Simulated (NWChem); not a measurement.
# InF (SMILES [F][In]): PBE0/def2-TZVPP (core potential)

Aim: the energy change on altering one bond length of InF at PBE0/def2-TZVPP (core potential), from 2 runs. 

Program for the calculation: NWChem 7.3.0.

11 further runs of the same task are left out: 3 that didn't finish, 8 set aside as unsound or not needed. Runs told in other sessions of the task aren't counted.

## (1) The system as given

The species is InF (2 atoms), meant as a singlet with charge 0. SMILES: `[F][In]`. Geometry: relaxed at PBE0-D4/def2-TZVP.

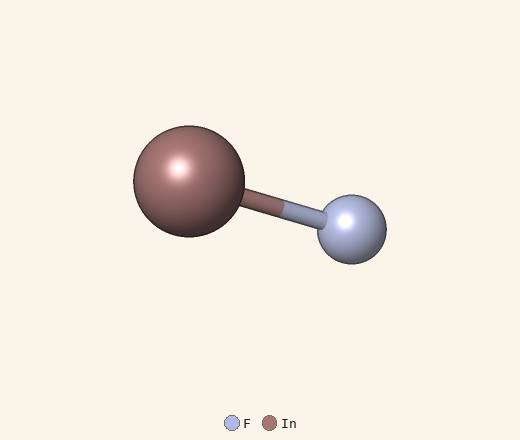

Viewed from a chosen angle; fluorine light blue, indium brown.

## (2) Energy and forces at PBE0/def2-TZVPP (core potential)

Contents of fin.nw:

```
start fin
title "InF"
memory stack 880 mb heap 220 mb global 1100 mb
charge 0
geometry units angstroms noautosym nocenter noautoz
   F      0.000000     0.000000     0.015910
   In     0.000000     0.000000     2.009580
end
basis "ao basis" spherical bse
   * library def2-TZVPP
end
ecp bse
   In library def2-TZVPP
end
dft
   xc pbe0
   grid xfine
   convergence energy 1e-08
   iterations 100
   mulliken
end
task dft gradient
```

Launch:

```console
nwchem fin.nw > fin.out
```

The log of the run:

```text
[...]
          Wavefunction type:  closed shell.
          No. of atoms     :     2
          No. of electrons :    30
[...]
          Charge           :     0
          Spin multiplicity:     1
[...]
          AO basis - number of functions:    81
[...]
              XC Information
              --------------
                         PBE0 Method XC Functional
                     Hartree-Fock (Exact) Exchange  0.250
          PerdewBurkeErnzerhof Exchange Functional  0.750
            Perdew 1991 LDA Correlation Functional  1.000 local
           PerdewBurkeErnz. Correlation Functional  1.000 non-local
[...]
 d= 0,ls=0.0,diis     1   -289.8916810426 -3.40D+02  2.31D-02  7.94D-01     2.4
[...]
 d= 0,ls=0.0,diis    10   -289.9890606912 -5.25D-09  2.74D-07  3.73D-10    17.7
         Total DFT energy =     -289.989060691241
      One electron energy =     -575.692246247471
           Coulomb energy =      262.665698770622
    Exchange-Corr. energy =      -27.128538715576
 Nuclear repulsion energy =       50.166025501183
[...]
      Total Density - Mulliken Population Analysis
     ---------------------------------------------
    Atom       Charge   Shell Charges
 -----------   ------   -------------------------------------------------------
    1 F    9     9.53   0.77  1.20  0.61  0.97  0.40  2.25  2.12  1.20  0.00  0.00  0.00
    2 In  21    20.47   0.41 -0.86  1.64  0.81  1.20  0.74 -0.41  6.39  0.24  0.18  0.02  8.84  1.14  0.09  0.00  0.03
[...]
  wavefunction    = closed shell
                         DFT ENERGY GRADIENTS
    atom               coordinates                        gradient
                 x          y          z           x          y          z
   1 F       0.000000   0.000000   0.030066   -0.000000   0.000000   0.000061
   2 In      0.000000   0.000000   3.797556    0.000000  -0.000000  -0.000061
[...]
```

It took 24 s on 1 thread of Intel Xeon at 2.80GHz (Skylake/Cascade Lake), shared host; peak memory 0.14 GiB.

## (3) The distorted shape: a single-point energy at PBE0/def2-TZVPP (core potential)

Contents of test.nw:

```
start test
memory 2200 mb
charge 0

geometry noautosym nocenter noautoz
  F        0.000000       0.000000      -0.582220
  In       0.000000       0.000000       2.009580
end

basis spherical bse
  * library def2-TZVPP
end

ecp bse
  In library def2-TZVPP
end

dft
  xc pbe0
  grid xfine
  convergence energy 1e-08
  maxiter 100
  mulliken
end

task dft energy
```

Launch:

```console
nwchem test.nw > test.out
```

The log of the run:

```text
[...]
          Wavefunction type:  closed shell.
          No. of atoms     :     2
          No. of electrons :    30
[...]
          Charge           :     0
          Spin multiplicity:     1
[...]
          AO basis - number of functions:    81
[...]
              XC Information
              --------------
                         PBE0 Method XC Functional
                     Hartree-Fock (Exact) Exchange  0.250
          PerdewBurkeErnzerhof Exchange Functional  0.750
            Perdew 1991 LDA Correlation Functional  1.000 local
           PerdewBurkeErnz. Correlation Functional  1.000 non-local
[...]
 d= 0,ls=0.0,diis     1   -289.8062549351 -3.28D+02  4.00D-02  9.84D-01     2.1
[...]
 d= 0,ls=0.0,diis    11   -289.9423083563 -9.03D-09  3.07D-07  1.74D-10    17.7
         Total DFT energy =     -289.942308356327
      One electron energy =     -552.491152854551
           Coulomb energy =      251.019946715897
    Exchange-Corr. energy =      -27.059920822867
 Nuclear repulsion energy =       38.588818605194
[...]
      Total Density - Mulliken Population Analysis
     ---------------------------------------------
    Atom       Charge   Shell Charges
 -----------   ------   -------------------------------------------------------
    1 F    9     9.66   0.77  1.20  0.62  0.95  0.45  2.24  2.05  1.37  0.00  0.00  0.00
    2 In  21    20.34   0.41 -0.87  1.65  0.81  1.32  0.64 -0.41  6.38  0.12  0.20  0.03  8.85  1.12  0.08  0.00  0.01
[...]
```

It took 18 s on 1 thread of Intel Xeon at 2.80GHz (Skylake/Cascade Lake), shared host; peak memory 0.12 GiB.

## (4) Summary of results

At PBE0/def2-TZVPP (core potential):

```
                                                          quantity          value
                                         first shape: total energy  -289.98906 Eh
                                        first shape: dipole moment         3.20 D
                                          first shape: HOMO energy       -7.52 eV
                                          first shape: LUMO energy       -1.57 eV
                                        first shape: HOMO–LUMO gap        5.95 eV
                             first shape: largest force on an atom     0.003 eV/Å
                                     distorted shape: total energy  -289.94231 Eh
                                    distorted shape: dipole moment         7.00 D
                                      distorted shape: HOMO energy       -7.21 eV
                                      distorted shape: LUMO energy       -2.33 eV
                                    distorted shape: HOMO–LUMO gap        4.88 eV
energy change with the F1–In2 bond stretched from 1.994 to 2.592 Å       1.272 eV
```

In words: With the F1–In2 bond stretched from 1.994 to 2.592 Å the energy rises by 1.27 eV (123 kJ/mol).
